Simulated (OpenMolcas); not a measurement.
# O2F (SMILES [O]OF) at UHF/aug-pcseg-1

Aim: the vertical ionisation energy of O2F at UHF/aug-pcseg-1, from 2 runs. 

The calculation is run with OpenMolcas 26.06.

## (1) The system as given

The species is O2F (3 atoms), meant as a doublet with charge 0. As SMILES, `[O]OF`. Geometry: relaxed at PBE0-D4/def2-TZVP.

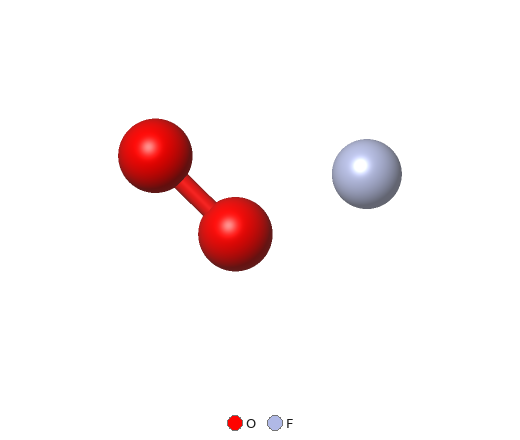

The structure, seen from a chosen angle (oxygen red, fluorine light blue).

## (2) The energy at UHF/aug-pcseg-1

The input, mol.xyz:

```xyz
3

O      0.933400    -0.295440     0.482240
O      0.133270     0.497870     0.127930
F     -1.066650    -0.202430    -0.610160
```

The input, job.input:

```
* FO2 Hartree-Fock

&GATEWAY
  BasLib=$CurrDir
  Coord=mol.xyz
  Basis=aug-pcseg-1
  Group=NoSym

&SEWARD

&SCF
  UHF
  Spin=2
  PrOrbitals=0
```

The basis set aug-pcseg-1 is read from a file made from the Basis Set Exchange's data (not shown).

Launch:

```console
$ export MOLCAS_MEM=1860
$ pymolcas job.input > job.log
```

What it wrote, cut to the lines that bear on the results:

```text
--- Start Module: gateway ---
[...]
--- Stop Module: gateway /rc=_RC_ALL_IS_WELL_ ---
--- Start Module: seward ---
[...]
      Basis functions           69
--- Stop Module: seward /rc=_RC_ALL_IS_WELL_ ---
[...]
--- Start Module: scf ---
[...]
       Convergence after  40 Iterations
[...]
::    Total SCF energy                               -248.8671634999
[...]
      Total spin, S                                     0.7962470857
[...]
      Total electronic charge=   25.000000
      Total            charge=   -0.000000
[...]
      Dipole Moment (debye):
      Origin of the operator (angstrom)=   -0.0628   -0.0119   -0.0359
                   X=  4.4095E-01               Y=  2.3687E-01               Z=  2.6900E-01           Total=  5.6825E-01
      Quadrupole Moment (debye*angstrom):
[...]
--- Stop Module: scf /rc=_RC_ALL_IS_WELL_ ---
[...]
```

It took 6.3 s on 1 thread of Arm Neoverse V2, shared host; peak memory 0.41 GiB.

## (3) The singlet cation

mol.xyz is that of step 2.

The input, job.input:

```
>>> EXPORT MOLCAS_PRINT=2
&GATEWAY
BASLIB
$CurrDir
COORD
mol.xyz
BASIS
aug-pcseg-1
GROUP
NoSym
&SEWARD
&SCF
CHARGE
1
PRORBITALS
0
```

The basis set aug-pcseg-1 is read from a file made from the Basis Set Exchange's data (not shown).

Launch:

```console
$ export MOLCAS_MEM=1860
$ pymolcas job.input > job.log
```

What it wrote, cut to the lines that bear on the results:

```text
--- Start Module: gateway ---
[...]
--- Stop Module: gateway /rc=_RC_ALL_IS_WELL_ ---
--- Start Module: seward ---
[...]
      Basis functions           69
--- Stop Module: seward /rc=_RC_ALL_IS_WELL_ ---
[...]
--- Start Module: scf ---
[...]
       Convergence after  21 Iterations
[...]
::    Total SCF energy                               -248.3414521303
[...]
      Total spin, S                                     0.0000000000
[...]
      Total electronic charge=   24.000000
      Total            charge=    1.000000
[...]
      Dipole Moment (debye):
      Origin of the operator (angstrom)=   -0.0628   -0.0119   -0.0359
                   X=  1.5859E+00               Y=  1.8330E-01               Z=  8.9433E-01           Total=  1.8299E+00
      Center of Charge (angstrom)
[...]
--- Stop Module: scf /rc=_RC_ALL_IS_WELL_ ---
[...]
```

Wall time 3.9 s (1 thread of Arm Neoverse V2, shared host); peak memory 0.41 GiB.

## (4) Results

At UHF/aug-pcseg-1:

| quantity | value |
| --- | --- |
| doublet O2F: total energy | -248.86716 Eh |
| doublet O2F: dipole moment | 0.57 D |
| doublet O2F: HOMO energy (highest over α and β) | -15.17 eV |
| doublet O2F: LUMO energy (lowest over α and β) | 2.16 eV |
| doublet O2F: ⟨S²⟩ | 1.430 |
| singlet cation: total energy | -248.34145 Eh |
| singlet cation: HOMO energy | -24.93 eV |
| singlet cation: LUMO energy | -10.52 eV |
| singlet cation: HOMO–LUMO gap | 14.41 eV |
| vertical ionisation energy (to the singlet cation) | 14.305 eV |

In words: Removing an electron at fixed nuclei costs 14.31 eV (1380 kJ/mol). Only the singlet of the ionised species was computed; a triplet could lie lower. ⟨S²⟩ (doublet O2F) is 1.43 where a pure doublet has 0.75: the reference is spin-contaminated.
